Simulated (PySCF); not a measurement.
# One shape, several levels: doublet PH+

Aim: a comparison of 6 runs (UB3LYP/cc-pVTZ, UBLYP/cc-pVTZ, UM06-2X/cc-pVTZ, UM06-L/cc-pVTZ, UPBE/cc-pVTZ, UTPSS/cc-pVTZ) of doublet PH+. Input form: a Python script.

The calculation is run with PySCF 2.14.0.

4 further runs of the same task are left out: 4 set aside as unsound or not needed.

## (1) The structure to begin with

PH+: 2 atoms, total charge +1, spin state doublet. As SMILES of the parent species, `[PH]`. Geometry: relaxed at PBE0-D4/def2-TZVP. That shape belongs to the parent species and isn't relaxed for this state.

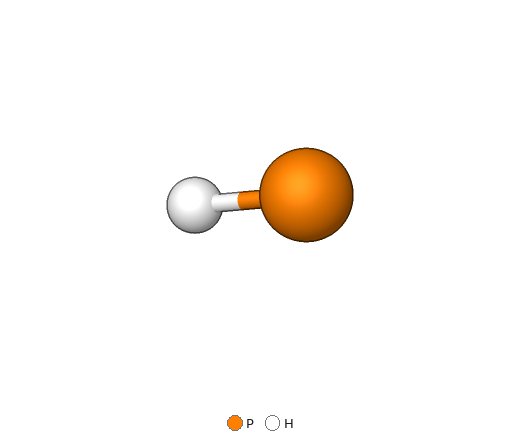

The structure, seen from a chosen angle (phosphorus orange, hydrogen white).

## (2) The energy at UB3LYP/cc-pVTZ (run 1)

Contents of mol.xyz:

```xyz
2

P      0.000000     0.000000    -0.014610
H      0.000000     0.000000     1.413680
```

Contents of input.py:

```python
from pyscf import gto, dft

molecule = gto.Mole()
molecule.atom = 'mol.xyz'
molecule.spin = 1
molecule.basis = 'cc-pvtz'
molecule.charge = 1
molecule.max_memory = 1860
molecule.verbose = 3
molecule.build()

myscf = dft.UKS(molecule)
myscf.xc = 'b3lyp'
myscf.conv_tol = 1e-10
myscf.grids.level = 5
myscf.kernel()
if not myscf.converged:
    myscf = myscf.newton().run(myscf.mo_coeff, myscf.mo_occ)

e_final = myscf.e_tot
print('E(%s) = %.9f' % ('B3LYP', e_final))
```

On the command line:

```sh
$ OMP_NUM_THREADS=1 python input.py
```

Standard output:

```text
WARN: HOMO -0.201470146708411 >= LUMO -0.201470146708412

converged SCF energy = -341.536277860308  <S^2> = 0.75441142  2S+1 = 2.0044066
E(B3LYP) = -341.536277860
```

Wall time 2.9 s (1 thread of Arm Neoverse V2, shared host); peak memory 0.26 GiB.

## (3) The energy at UBLYP/cc-pVTZ (run 2)

Contents of run.py:

```python
from pyscf import gto, dft

mol = gto.Mole()
mol.atom = '''
P        0.000000       0.000000      -0.014610
H        0.000000       0.000000       1.413680
'''
mol.verbose = 3
mol.basis = 'cc-pvtz'
mol.charge = 1
mol.spin = 1
mol.max_memory = 1860
mol.build()

mf = dft.UKS(mol)
mf.xc = 'blyp'
mf.conv_tol = 1e-10
mf.grids.level = 5
mf.kernel()
if not mf.converged:
    mf = mf.newton().run(mf.mo_coeff, mf.mo_occ)

e_tot = mf.e_tot
print('Final energy', e_tot)
```

On the command line:

```sh
$ OMP_NUM_THREADS=1 python run.py
```

Standard output:

```text
WARN: HOMO -0.193889183782727 >= LUMO -0.193889183782728

converged SCF energy = -341.521168912606  <S^2> = 0.75350144  2S+1 = 2.0034984
Final energy -341.5211689126064
```

Run time: 2.5 s. Hardware: 1 thread of Arm Neoverse V2, shared host; peak memory 0.26 GiB.

Run 3 isn't shown in full; the table further down has it.

## (4) The energy at UM06-L/cc-pVTZ (run 4)

Contents of geometry.xyz:

```xyz
2

P      0.000000     0.000000    -0.014610
H      0.000000     0.000000     1.413680
```

Contents of calc.py:

```python
from pyscf import gto, dft

system = gto.M(
    atom='geometry.xyz',
    verbose=3,
    max_memory=1860,
    basis='cc-pvtz',
    spin=1,
    charge=1,
)

mf = dft.UKS(system, xc='m06-l')
mf.conv_tol = 1e-10
mf.grids.level = 5
mf.kernel()
if not mf.converged:
    mf = mf.newton().run(mf.mo_coeff, mf.mo_occ)

energy = mf.e_tot
print('E = %.10f Eh' % energy)
```

On the command line:

```sh
$ OMP_NUM_THREADS=1 python calc.py
```

Standard output:

```text
WARN: HOMO -0.205605003747408 >= LUMO -0.205605003747409

converged SCF energy = -341.506293356464  <S^2> = 0.75600863  2S+1 = 2.0059996
E = -341.5062933565 Eh
```

Wall time 6.6 s (1 thread of Arm Neoverse V2, shared host); peak memory 0.28 GiB.

Run 5 isn't shown in full; the table further down has it.

## (5) A single-point energy at UTPSS/cc-pVTZ (run 6)

mol.xyz is that of step 2.

Contents of job.py:

```python
from pyscf import gto, dft

molecule = gto.M(
    atom='mol.xyz',
    charge=1,
    max_memory=1860,
    basis='cc-pvtz',
    verbose=3,
    spin=1,
)

mf = dft.UKS(molecule, xc='tpss')
mf.conv_tol = 1e-10
mf.grids.level = 5
mf.kernel()
if not mf.converged:
    mf = mf.newton().run(mf.mo_coeff, mf.mo_occ)

energy = mf.e_tot
print('Final energy', energy)
```

On the command line:

```sh
$ OMP_NUM_THREADS=1 python job.py
```

Standard output:

```text
converged SCF energy = -341.537127923124  <S^2> = 0.75626928  2S+1 = 2.0062595
Final energy -341.53712792312393
```

It took 6.6 s on 1 thread of Arm Neoverse V2, shared host; peak memory 0.28 GiB.

## (6) Overview of the runs

| run | level | energy (Eh) | HOMO energy (eV) | LUMO energy (eV) | ⟨S²⟩ | wall time |
| --- | --- | --- | --- | --- | --- | --- |
| 1 | UB3LYP/cc-pVTZ | -341.536278 | -15.59 | -13.32 | 0.754 | 2.9 s |
| 2 | UBLYP/cc-pVTZ | -341.521169 | -14.38 | -14.10 | 0.754 | 2.5 s |
| 3 | UM06-2X/cc-pVTZ | -341.494622 | -16.79 | -11.89 | 0.754 | 6 s |
| 4 | UM06-L/cc-pVTZ | -341.506293 | -14.66 | -13.87 | 0.756 | 6.6 s |
| 5 | UPBE/cc-pVTZ | -341.349556 | -14.62 | -14.30 | 0.754 | 2.7 s |
| 6 | UTPSS/cc-pVTZ | -341.537128 | -14.84 | -14.16 | 0.756 | 6.6 s |

## (7) Outcome

| quantity | value |
| --- | --- |
| run 6: total energy | -341.53713 Eh |
| run 6: HOMO energy (highest over α and β) | -14.84 eV |
| run 6: LUMO energy (lowest over α and β) | -14.16 eV |
| run 6: ⟨S²⟩ | 0.756 |

What this shows: Totals of different functionals can't be ranked against each other. All runs together took 27 s, the longest 6.6 s.
